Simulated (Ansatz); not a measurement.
Run report: BSiNH$_{6}$O, molecular dynamics (part 2 of 2)

The same run, continued: BSiNH$_{6}$O, SMILES BO[SiH2]N; RKS BLYP-d3bj/6-31G* (Ansatz 0.2.0). The geometry comes from this level: PBE0-D4/def2-TZVP.

Geometry of the input (Å):
```
B  -1.7695  1.0172  0.0538
O  -0.7844  0.3618  -0.5838
Si 0.8192  0.1173  -0.2053
N  1.2221  -1.5022  0.1109
H  -1.5503  1.5688  1.1028
H  -2.8599  1.0333  -0.4469
H  1.1184  0.9161  1.0076
H  1.5699  0.5535  -1.4023
H  1.3047  -2.1804  -0.6280
H  1.0130  -1.9365  0.9942
```

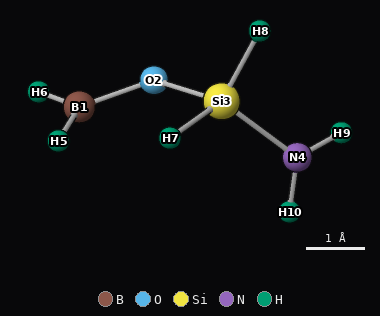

Fig. 1: The geometry at step 17 of the log (ball-and-stick view, seen at a tilt; atoms are numbered from 1 in the order of the input).

Log, continued:
```
md step    48: t =    96.00 fs  T =   160.5 K  F+E_penalty+E_count = -12189.10195118 eV  E_kin = 0.165996 eV  conserved = -12188.93595509 eV  (30 SCF iters, 3 dispersion substeps)
md step    49: t =    98.00 fs  T =   158.6 K  F+E_penalty+E_count = -12189.09527709 eV  E_kin = 0.164056 eV  conserved = -12188.93122146 eV  (30 SCF iters, 3 dispersion substeps)
these checks for a lower state are left out or cut short: starts, cluster_reference, orbital_swaps, neighbouring_geometries, increment
934 factors; their error is unknown
mean field -12188.72991099 eV, -447.9275624109 hartree, gradient 6.1e-6 eV, S^2 0.000000; 0 other end points of the search recorded, 0 dependent functions left out
the calculation of the forces begins
reference -12188.73024476 eV, -447.9275746768 hartree; 20, 20 occupied and 56, 56 virtual orbitals, 934 factors
934 factors; their error is unknown
mean field evaluation 416: about -12188.7299 eV, gradient 1.8e-1 eV
mean field -12188.72991099 eV, -447.9275624109 hartree, gradient 1.1e-5 eV, S^2 0.000000; 1 other end points of the search recorded, 0 dependent functions left out
the calculation of the forces begins
reference -12188.73024476 eV, -447.9275746767 hartree; 20, 20 occupied and 56, 56 virtual orbitals, 934 factors
md step    50: t =   100.00 fs  T =   155.7 K  F+E_penalty+E_count = -12189.09280390 eV  E_kin = 0.160986 eV  conserved = -12188.93181810 eV  (27 SCF iters, 3 dispersion substeps)
Total energy: -12189.09313767 eV, -447.9409107452 hartree
Atom 0 at    -1.826891     1.004145     0.025673 Å, force    -0.193499     0.374348    -0.542401 eV/Å
Atom 1 at    -0.772616     0.401421    -0.548795 Å, force    -0.529046    -0.404801    -0.279848 eV/Å
Atom 2 at     0.831839     0.123356    -0.200887 Å, force     0.520983    -0.640022    -0.691771 eV/Å
Atom 3 at     1.234999    -1.546352     0.085122 Å, force     0.095142     0.400310     0.165750 eV/Å
Atom 4 at    -1.687469     1.511626     1.074629 Å, force    -0.064891     0.289833     0.903817 eV/Å
Atom 5 at    -2.829716     1.110591    -0.622946 Å, force    -0.239361    -0.149630     0.040954 eV/Å
Atom 6 at     1.271246     0.856454     1.020064 Å, force     0.006457    -0.029459     0.059782 eV/Å
Atom 7 at     1.385300     0.626256    -1.486871 Å, force     0.461344    -0.049115     0.131848 eV/Å
Atom 8 at     1.130358    -2.412395    -0.442942 Å, force    -0.151663     0.394027    -0.477160 eV/Å
Atom 9 at     1.222082    -1.782168     1.064937 Å, force     0.094535    -0.185493     0.689029 eV/Å
Dipole moment:     0.210612    -0.373190     0.192119 e Å
```

Trajectory as extended XYZ (Å, eV, eV/Å), 10 of the 51 frames kept, from step=0 to step=50:
```
10
Properties=species:S:1:pos:R:3:forces:R:3 step=0 time_fs=0.0 energy=-12189.24751 temperature=300.0
B    -1.7695    1.0172    0.0538   -0.4596   0.3087   0.2902
O    -0.7844    0.3618   -0.5838   -0.4707  -0.1786  -0.6105
Si    0.8192    0.1173   -0.2053    0.5992   0.4415   0.0941
N     1.2221   -1.5022    0.1109    0.3394  -0.0766   0.0612
H    -1.5503    1.5688    1.1028    0.0209   0.0619   0.1147
H    -2.8599    1.0333   -0.4469   -0.1244  -0.0046  -0.0568
H     1.1184    0.9161    1.0076    0.0767   0.0856   0.1622
H     1.5699    0.5535   -1.4023    0.1115   0.0419  -0.1444
H     1.3047   -2.1804   -0.6280    0.0320  -0.4150  -0.4364
H     1.0130   -1.9365    0.9942   -0.1249  -0.2649   0.5258
10
Properties=species:S:1:pos:R:3:forces:R:3 step=6 time_fs=12.0 energy=-12189.08533 temperature=144.8
B    -1.7757    1.0253    0.0880    0.7892  -0.1536  -0.7422
O    -0.8308    0.3378   -0.6527    0.1637   0.4208   1.0075
Si    0.8416    0.1231   -0.1869   -0.7959   0.6037  -0.6979
N     1.2035   -1.4921    0.1222    0.5161  -1.4494  -0.0435
H    -1.4245    1.6159    1.0637   -0.0025   0.0828   0.4281
H    -2.8948    1.0907   -0.3209   -0.2330  -0.1483  -0.0893
H     1.3261    0.8048    1.0333   -0.4600   0.5589   0.1703
H     1.5489    0.5645   -1.4209    0.1495  -0.0662   0.0674
H     1.5273   -2.1010   -0.6302   -0.1948  -0.0973   0.0378
H     0.9501   -2.0266    0.9581    0.0676   0.2485  -0.1382
10
Properties=species:S:1:pos:R:3:forces:R:3 step=11 time_fs=22.0 energy=-12189.10240 temperature=166.9
B    -1.7404    1.0403    0.0840   -0.1518  -0.3282   0.3978
O    -0.8588    0.3388   -0.6601    1.5598  -0.1002   0.1039
Si    0.8397    0.1508   -0.1869   -0.7051  -1.1018  -0.3411
N     1.2238   -1.5572    0.1212    0.0913   0.6411  -0.1822
H    -1.4212    1.5669    1.1051    0.2529   0.3344   0.2885
H    -2.8794    1.0109   -0.2162   -0.6267   0.1164  -0.3994
H     1.0342    1.0622    1.0104    0.0237  -0.4364  -0.2971
H     1.6649    0.5203   -1.3845   -0.1439   0.0294   0.1929
H     1.5635   -2.2051   -0.6209   -0.3999   0.6722   0.6179
H     0.9075   -2.0542    0.9649    0.0996   0.1731  -0.3812
10
Properties=species:S:1:pos:R:3:forces:R:3 step=17 time_fs=34.0 energy=-12189.12504 temperature=181.9
B    -1.7361    1.0333    0.1106    0.8865  -0.2853  -0.6596
O    -0.8082    0.3424   -0.6517   -0.9832   0.2469   0.0838
Si    0.8075    0.1339   -0.2031    0.3725  -0.3840   0.3840
N     1.2435   -1.5334    0.1311   -0.1144   0.5127   0.2270
H    -1.3648    1.6281    1.0834   -0.0782   0.0275   0.2221
H    -2.8540    1.0436   -0.2719   -0.5026  -0.0279  -0.1165
H     0.8206    1.0856    0.9605    0.5851  -0.4256   0.0973
H     1.7374    0.5444   -1.2919   -0.1599   0.0220  -0.1106
H     1.4710   -2.1738   -0.6286    0.0637   0.1417  -0.1792
H     0.8319   -2.0666    0.8997   -0.0693   0.1720   0.0516
10
Properties=species:S:1:pos:R:3:forces:R:3 step=22 time_fs=44.0 energy=-12189.08746 temperature=151.0
B    -1.7149    1.0150    0.0924   -0.8450   1.0929   0.5217
O    -0.8031    0.3556   -0.6427   -0.2247  -0.3137  -0.3856
Si    0.7914    0.1029   -0.2086    0.9558   1.4011   0.6335
N     1.2530   -1.4727    0.1480    0.1704  -0.9366   0.1757
H    -1.4044    1.6424    1.1083   -0.0379  -0.4324  -0.3334
H    -2.8537    1.0682   -0.3136    0.0777  -0.1395   0.0375
H     1.1220    0.7969    1.0616   -0.3019   0.4476   0.0504
H     1.6422    0.5896   -1.3142    0.0292  -0.0248  -0.2789
H     1.4079   -2.0291   -0.6704    0.1646  -0.9297  -0.6252
H     0.7384   -1.9988    0.8501    0.0119  -0.1647   0.2043
10
Properties=species:S:1:pos:R:3:forces:R:3 step=28 time_fs=56.0 energy=-12189.17531 temperature=231.8
B    -1.7580    1.0520    0.0776    0.1526  -0.6323   0.4214
O    -0.8212    0.3588   -0.6490   -0.1933   0.3654   0.4937
Si    0.8134    0.1210   -0.1941    0.1014  -0.1778  -0.4548
N     1.2796   -1.5188    0.1372   -0.2297  -0.4268  -0.2436
H    -1.4238    1.5072    1.1826   -0.3229   0.0110  -0.6431
H    -2.8956    1.0313   -0.3490    0.2442   0.2921   0.1100
H     1.1617    0.8338    1.0682   -0.1937   0.2312  -0.0967
H     1.4942    0.5636   -1.4416    0.3139   0.0213   0.1665
H     1.3296   -2.2113   -0.6207    0.0262   0.3087  -0.1004
H     0.7523   -1.9689    0.8878    0.1012   0.0071   0.3470
10
Properties=species:S:1:pos:R:3:forces:R:3 step=33 time_fs=66.0 energy=-12189.07949 temperature=143.9
B    -1.7950    1.0350    0.0734   -0.2743   0.6130   0.2069
O    -0.8395    0.3732   -0.6336    0.4934  -0.2201   0.1332
Si    0.8380    0.1389   -0.1929   -0.5741  -1.0464  -0.5011
N     1.2856   -1.5865    0.1229   -0.3263   1.4324  -0.2723
H    -1.5413    1.5577    1.1592    0.0301  -0.3018  -0.2944
H    -2.9222    1.2035   -0.3884    0.5001  -0.3211   0.0268
H     0.9807    1.0990    0.9604    0.3429  -0.5324   0.0039
H     1.6173    0.5415   -1.4126   -0.1270  -0.0426   0.2405
H     1.2384   -2.2903   -0.6456   -0.0694   0.6557   0.6620
H     0.9636   -1.9597    1.0212    0.0046  -0.2367  -0.2055
10
Properties=species:S:1:pos:R:3:forces:R:3 step=39 time_fs=78.0 energy=-12189.16973 temperature=225.7
B    -1.8223    1.0441    0.0649    0.2250  -0.1535  -0.4326
O    -0.8242    0.3776   -0.6038    0.4249   0.0566   0.0546
Si    0.8386    0.1143   -0.2065   -0.3216   0.3030   0.7136
N     1.2647   -1.5314    0.1242   -0.0891  -0.6734   0.0065
H    -1.6084    1.4890    1.1779   -0.1517  -0.0409  -0.1891
H    -2.8775    1.1598   -0.5469    0.2942  -0.0144   0.4107
H     1.1333    0.9768    0.9946   -0.0029  -0.2622  -0.1084
H     1.7132    0.5314   -1.3374   -0.3717   0.0259  -0.2276
H     1.0849   -2.2026   -0.6322    0.1700   0.1049   0.0175
H     1.2146   -2.0487    1.0166   -0.1770   0.6541  -0.2452
10
Properties=species:S:1:pos:R:3:forces:R:3 step=44 time_fs=88.0 energy=-12189.09896 temperature=161.1
B    -1.8086    1.0411    0.0351   -0.2787  -0.8145  -0.4679
O    -0.7849    0.3812   -0.5773   -0.5649   0.3744   0.0320
Si    0.8259    0.0982   -0.2021    0.3346   1.1883  -0.0921
N     1.2430   -1.4890    0.1093    0.3436  -1.0971   0.3841
H    -1.7145    1.4195    1.1455    0.2489   0.4546   0.6595
H    -2.8626    1.0903   -0.5423   -0.0035   0.1441  -0.1360
H     1.3197    0.7101    1.0533   -0.1813   0.6095   0.1224
H     1.4820    0.5485   -1.4514    0.1888   0.1062  -0.0457
H     1.0750   -2.1709   -0.6095   -0.0187  -0.8469  -0.2367
H     1.2460   -1.8586    1.0617   -0.0688  -0.1187  -0.2196
10
Properties=species:S:1:pos:R:3:forces:R:3 step=50 time_fs=100.0 energy=-12189.09280 temperature=155.7
B    -1.8269    1.0041    0.0257   -0.1935   0.3743  -0.5424
O    -0.7726    0.4014   -0.5488   -0.5290  -0.4048  -0.2798
Si    0.8318    0.1234   -0.2009    0.5210  -0.6400  -0.6918
N     1.2350   -1.5464    0.0851    0.0951   0.4003   0.1658
H    -1.6875    1.5116    1.0746   -0.0649   0.2898   0.9038
H    -2.8297    1.1106   -0.6229   -0.2394  -0.1496   0.0410
H     1.2712    0.8565    1.0201    0.0065  -0.0295   0.0598
H     1.3853    0.6263   -1.4869    0.4613  -0.0491   0.1318
H     1.1304   -2.4124   -0.4429   -0.1517   0.3940  -0.4772
H     1.2221   -1.7822    1.0649    0.0945  -0.1855   0.6890
```

Summary:

| quantity | value |
| --- | --- |
| outcome | finished |
| mean temperature over the second half | 178 K |
| trajectory | 50 steps, 100 fs |
| ensemble | nve |
| temperature in the input | 300 K |
| time step | 2 fs |
| potential energy (last step) | −12189.0931 eV |
| mean-field energy (last step) | −12188.7302 eV |
| dispersion energy (last step) | −0.3629 eV |
| SCF solution under orbital rotations (last step) | stable |
| largest force (length of the vector) (last step) | 1.077 eV/Å |
| dipole moment (last step) | 2.26 D |
| hardware | 2 threads of Arm Neoverse V2, 23 GiB of memory available, shared host |
| wall time | 56 s (CPU time 1.8 min) |
| peak memory | 0.4 GiB |

Remarks:

So short a trajectory is not equilibrated.
